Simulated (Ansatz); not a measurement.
**singlet SiCl3O+ at 6 levels**

Wanted: a comparison of 6 runs (HF/def2-SVP, BHLYP/def2-SVP, HSE06/def2-SVP, RPA@PBE0/def2-SVP, MP2/def2-SVP, CCSD(T)/def2-SVP) of singlet SiCl3O+. 

Program for the calculation: Ansatz 0.2.0.

61 further runs of the same task are left out: 10 that didn't finish, 51 set aside as unsound or not needed. Runs told in other sessions of the task aren't counted.

**1. Starting point**

SiCl3O+: 5 atoms, total charge +1, spin state singlet. SMILES of the parent species: `[O][Si](Cl)(Cl)Cl`. The shape is that of a PBE0-D4/def2-TZVP optimisation. That shape belongs to the parent species and isn't relaxed for this state.

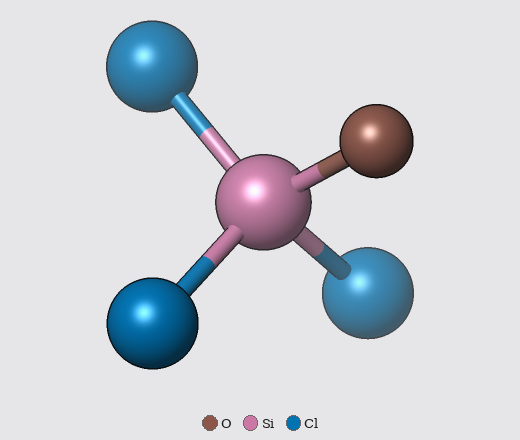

The structure, seen from a chosen angle (oxygen brown, silicon pink, chlorine blue).

**2. A single-point energy at HF/def2-SVP (run 1)**

job.yaml reads:

```yaml
basis:
  gaussian:
    orbitals: def2-SVP
crystal:
  periodic: [false, false, false]
  atoms:
    - {symbol: O, position_ang: [0.815000, -1.070800, 1.039300]}
    - {symbol: Si, position_ang: [0.038600, -0.018800, 0.041000]}
    - {symbol: Cl, position_ang: [-1.536500, 0.855600, 0.950500]}
    - {symbol: Cl, position_ang: [-0.542800, -1.265500, -1.438700]}
    - {symbol: Cl, position_ang: [1.275600, 1.425900, -0.633600]}
total_charge: 1
hamiltonian:
  xc: hf
accuracy: high
output:
  orbitals: {seedname: orbitals}
```

On the command line:

```bash
ansatz run job.yaml --threads 1 --pin off --max-ram 3480MiB --events-out events.jsonl --progress --plain --runs-dir runs
```

Output:

```text
Warning: RAYON_NUM_THREADS=1 ignored (pool sized by the plan → 1); use --threads N
Functional definition: HF
  name "HF"
  exchange = exact_x
  correlation = 0
1631 factors; integrals over basis functions are off by at most 3.6e-9 eV
mean field evaluation 1: about -47368.0936 eV, gradient 6.4e1 eV
mean field evaluation 2: about -47368.5889 eV, gradient 6.4e1 eV
mean field evaluation 4: about -47377.2515 eV, gradient 4.9e1 eV
mean field evaluation 8: about -47383.5630 eV, gradient 1.2e0 eV
mean field evaluation 16: about -47383.5968 eV, gradient 6.6e-7 eV
mean field evaluation 32: about -47383.4359 eV, gradient 4.3e-1 eV
mean field evaluation 64: about -47383.2577 eV, gradient 3.1e0 eV
mean field evaluation 96: about -47378.1933 eV, gradient 3.8e1 eV
mean field evaluation 128: about -47381.0889 eV, gradient 1.8e1 eV
mean field evaluation 160: about -47356.6325 eV, gradient 1.7e1 eV
mean field -47383.59678004 eV, -1741.3150639111 hartree, gradient 7.9e-8 eV, S^2 0.000000; 2 other end points of the search recorded, 0 dependent functions left out
reference -47383.59678004 eV, -1741.3150639111 hartree; 36, 36 occupied and 50, 50 virtual orbitals, 1631 factors
Total energy: -47383.59678004 eV, -1741.3150639111 hartree
```

Run time: 7.5 s. Hardware: 1 thread of Arm Neoverse V2, shared host; peak memory 0.33 GiB.

**3. A single-point energy at BHLYP/def2-SVP (run 2)**

in.yaml reads:

```yaml
crystal:
  periodic: [false, false, false]
  atoms:
    - symbol: O
      position_ang: [0.815000, -1.070800, 1.039300]
    - symbol: Si
      position_ang: [0.038600, -0.018800, 0.041000]
    - symbol: Cl
      position_ang: [-1.536500, 0.855600, 0.950500]
    - symbol: Cl
      position_ang: [-0.542800, -1.265500, -1.438700]
    - symbol: Cl
      position_ang: [1.275600, 1.425900, -0.633600]
basis:
  gaussian: {orbitals: def2-SVP}
hamiltonian: {xc: {name: BHLYP}}
total_charge: 1
output: {orbitals: {seedname: orbitals}}
accuracy: high
```

On the command line:

```bash
ansatz run in.yaml --threads 1 --pin off --max-ram 3480MiB --events-out events.jsonl --progress --plain --runs-dir runs
```

Output:

```text
Warning: RAYON_NUM_THREADS=1 ignored (pool sized by the plan → 1); use --threads N
Functional definition: BHLYP
  name "BHLYP"
  parameter a = 0.5
  exchange = (1 - a)*b88_x + a*exact_x
  correlation = lyp_c
1631 factors; integrals over basis functions are off by at most 3.6e-9 eV
mean field evaluation 1: about -47448.1872 eV, gradient 7.6e1 eV
mean field evaluation 2: about -47291.0608 eV, gradient 1.9e2 eV
mean field evaluation 4: about -47451.7291 eV, gradient 6.5e1 eV
mean field evaluation 8: about -47461.3697 eV, gradient 3.1e1 eV
mean field evaluation 16: about -47464.8677 eV, gradient 1.3e0 eV
mean field evaluation 32: about -47464.9353 eV, gradient 2.0e-3 eV
mean field -47464.93527897 eV, -1744.3041986135 hartree, gradient 2.8e-8 eV, S^2 0.000000; 4 other end points of the search recorded, 0 dependent functions left out
reference -47464.93530098 eV, -1744.3041994224 hartree; 36, 36 occupied and 50, 50 virtual orbitals, 1631 factors
Total energy: -47464.93530098 eV, -1744.3041994224 hartree
```

It took 21 s on 1 thread of Arm Neoverse V2, shared host; peak memory 0.31 GiB.

Runs 3 to 5 aren't shown in full; the table further down has their settings and results.

**4. A single-point energy at CCSD(T)/def2-SVP (run 6)**

in.yaml, as its differences from that of step 3:

```diff
@@ -14,6 +14,10 @@
 basis:
-  gaussian: {orbitals: def2-SVP}
-hamiltonian: {xc: {name: BHLYP}}
+  gaussian:
+    orbitals: def2-SVP
+correlation:
+  method: ccsd_t
+  frozen_orbitals: {Cl: 5, O: 1, Si: 5}
+scf:
+  omitted_lower_state_checks: [cluster_reference, increment]
 total_charge: 1
-output: {orbitals: {seedname: orbitals}}
 accuracy: high
```

On the command line:

```bash
ansatz run in.yaml --threads 1 --pin off --max-ram 3480MiB --events-out events.jsonl --progress --plain --runs-dir runs
```

Output:

```text
Warning: RAYON_NUM_THREADS=1 ignored (pool sized by the plan → 1); use --threads N
[... 14 lines left out ...]
21 core orbitals not correlated: weight in the atoms' cores, before any rotation towards them, 1.000 or more for the frozen orbitals, at most 0.000 for the correlated occupied ones
[... 130 lines left out ...]
Total energy: -47405.43350913 eV, -1742.1175489035 hartree
Checks for a lower state left out: cluster_reference, increment
```

It took 68 s on 1 thread of Arm Neoverse V2, shared host; peak memory 0.35 GiB.

**5. All runs side by side**

```csv
run,level,frozen core orbitals,energy (Eh),wall time
1,HF/def2-SVP,–,-1741.315064,7.5 s
2,BHLYP/def2-SVP,–,-1744.304199,21 s
3,HSE06/def2-SVP,–,-1743.684058,29 s
4,RPA@PBE0/def2-SVP,21,-1742.275599,66 s
5,MP2/def2-SVP,21,-1741.958728,12 s
6,CCSD(T)/def2-SVP,21,-1742.117549,68 s
```

**6. Results**

```
                                           quantity           value
                                run 6: total energy  -1742.11755 Eh
run 6: correlation energy (21 core orbitals frozen)      -802.5 mEh
                              run 6: (T) correction      -79.45 mEh
                               run 6: T1 diagnostic           0.108
```

In words: Below the HF energy at the same shape and in the same basis (def2-SVP): MP2 -643.7 mEh; CCSD(T) -802.5 mEh. Over runs 1, 2, 3 the HOMO–LUMO gap runs from 0.49 eV (HSE06/def2-SVP) to 6.60 eV (HF/def2-SVP). Exact exchange widens orbital gaps. Totals of different functionals can't be ranked against each other. In run 6 the T1 diagnostic is large, so a single reference may not serve. In runs 4, 5, 6 the log says that unrestricted orbitals would lower the reference, so the values rest on an unstable closed-shell determinant (other closed-shell runs at this shape may share the fault). All runs together took 3.4 min, the longest 68 s.
